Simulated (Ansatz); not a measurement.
## Electronic structure of FGaH₂P (SMILES [F][Ga][PH2]) (doublet) in real space

Input

```
crystal:
  periodic: [false, false, false]
  atoms:
    - {symbol: F, position_ang: [1.617210, -1.026695, 1.737661]}
    - {symbol: Ga, position_ang: [1.166695, -0.132134, 0.265297]}
    - {symbol: P, position_ang: [-1.295531, -0.084488, -0.065748]}
    - {symbol: H, position_ang: [-1.262272, -1.481275, -0.367211]}
    - {symbol: H, position_ang: [-1.170922, 0.294972, -1.434409]}
basis:
  gaussian:
    orbitals: def2-TZVPD
hamiltonian:
  xc: {name: PBE0}
output:
  forces: true
  orbitals: {seedname: orbitals}
magnetization:
  spin_polarized: true
  initial_magnetization: 1
```

Launched as:

```sh
ansatz run input.yaml --threads 1 --pin off --max-ram 2610MiB --events-out events.jsonl --progress --plain --runs-dir runs
```

Geometry: B3LYP/6-31G*.

These are results of Ansatz, isolated molecule in a Gaussian basis; Kohn-Sham density functional theory, functional PBE0, not measurements.

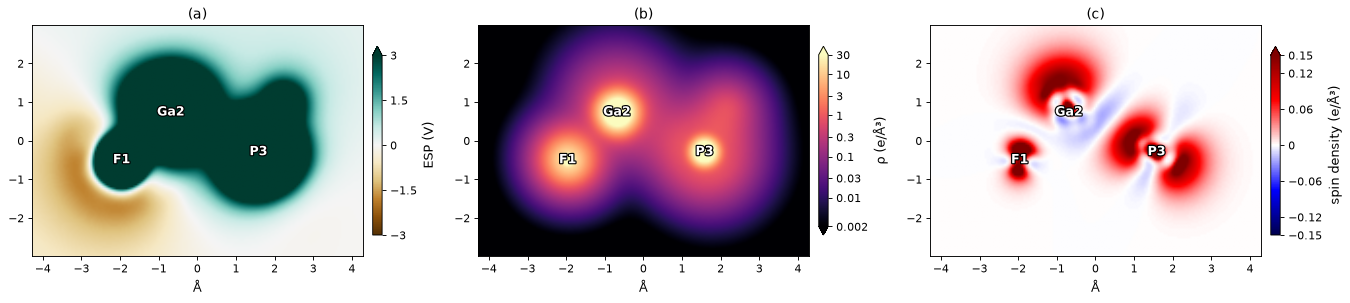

Figure 1. (a) molecular electrostatic potential; (b) total electron density; (c) spin density (α minus β) on the plane of atoms F1, Ga2 and P3.

### Describe what can be read from this map.

The plane passes through F, Ga and P nuclei. Ga–F (1.78 Å): ρ at the midpoint is about 0.84 e/Å³. Ga–P (2.48 Å): ρ is about 0.45 e/Å³ halfway. The unpaired spin (1 electron) lies mostly on Ga2 (about 0.6) and P3 (about 0.4), in electrons by Hirshfeld's partition. Outside the dense part of the molecule the potential is most negative (−1.8 V) near F1.

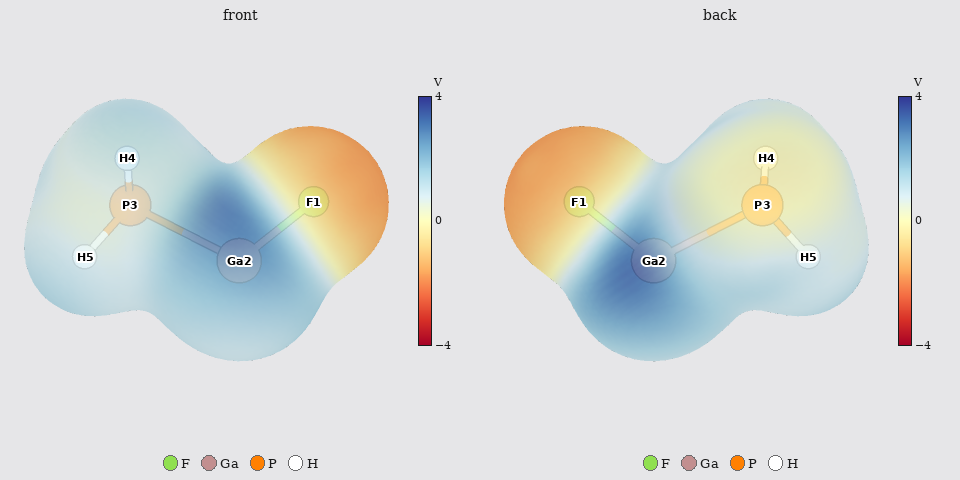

Figure 2. The electrostatic potential painted on the density surface at 0.004 e/bohr³, seen from the front and from behind; the colour scale runs from red (negative) to blue (positive).

### Where is the surface potential most negative and most positive?

The most negative region (about −1.7 V, or −39 kcal/mol for a unit charge) lies over F1, the most positive (about +3.3 V, or +76 kcal/mol for a unit charge) over Ga2.

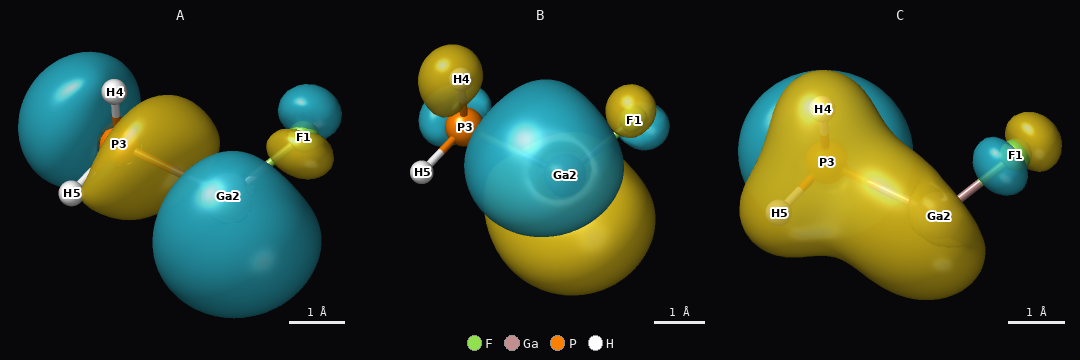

Figure 3. Three frontier orbitals at ±0.08 Å⁻³ᐟ² (yellow and cyan are the two phases), in no order.

### Which picture is the HOMO−1, the HOMO and the LUMO? All are α orbitals.

C is the HOMO−1 (α) (−8.76 eV). By Hirshfeld shares it lies mainly on P3 (about 65 %), Ga2 (about 20 %) and H4 (about 5 %). A is the HOMO (α) (−6.27 eV). Its weight (Hirshfeld) is mainly on Ga2 (about 55 %), P3 (about 35 %) and F1 (about 5 %). B is the LUMO (α) (−1.72 eV). By Hirshfeld shares it lies mainly on Ga2 (about 80 %) and P3 (about 10 %).

### What is the gap between the highest occupied and lowest empty α orbitals?

4.55 eV between the orbital energies.
